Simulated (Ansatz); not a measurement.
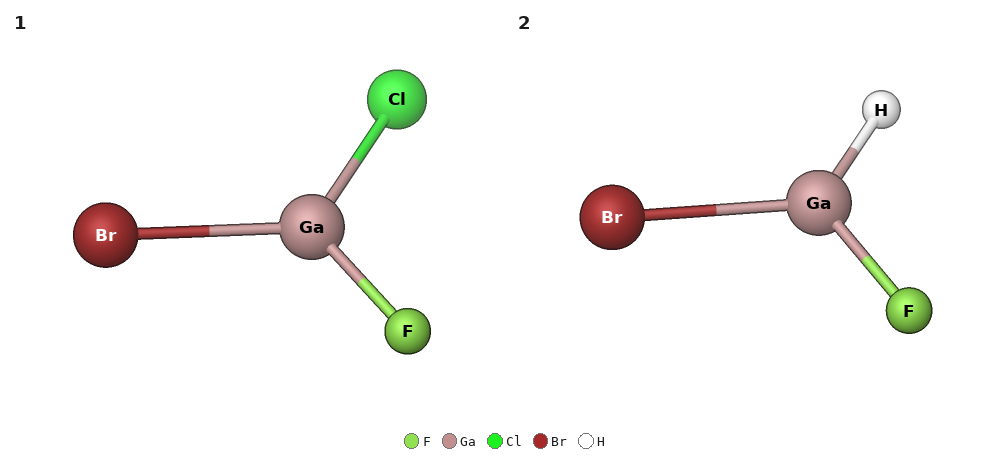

2 molecules with one skeleton, seen from the same side and at one scale. Each species is neutral and a spin singlet. Computed geometries: PBE0-D4/def2-TZVP optimisations, one conformation each. Properties computed with Ansatz 0.2.0.

One atom differs, called X below: Cl in panel 1, H in panel 2. Their formulas are GaBrClF (`[F][Ga]([Cl])[Br]`), BrFGaH (`[F][GaH][Br]`).

Question: In which is the harmonic X–Ga stretching wavenumber higher (PBE0-D4/def2-TZVP)?

Answer: In panel 2 (X = H).

Question: In which is the HOMO energy (Kohn–Sham orbital) higher (ωB97M-V/def2-SVP)?

Answer: In panel 2 (X = H).

Give the values. With PBE0-D4/def2-TZVP: length of X–Ga (Å), angle F–Ga–X (°), harmonic zero-point energy (kJ/mol), harmonic X–Ga stretching wavenumber (cm⁻¹). With ωB97M-V/def2-SVP: HOMO energy (Kohn–Sham orbital) (eV), HOMO–LUMO gap (eV). With ωB97M-V/def2-TZVPP: dipole moment (D).

| quantity | 1 (Cl) | 2 (H) | 2 − 1 |
| --- | --- | --- | --- |
| length of X–Ga (Å) | 2.107 | 1.543 | −0.564 |
| angle F–Ga–X (°) | 117.5 | 120.1 | +2.6 |
| HOMO energy (Kohn–Sham orbital) (eV) | −11.28 | −10.86 | +0.42 |
| HOMO–LUMO gap (eV) | 11.33 | 11.12 | −0.21 |
| dipole moment (D) | 1.01 | 2.03 | +1.02 |
| harmonic zero-point energy (kJ/mol) | 11.3 | 25.5 | +14.2 |
| harmonic X–Ga stretching wavenumber (cm⁻¹) | 455 | 2069 | +1614 |
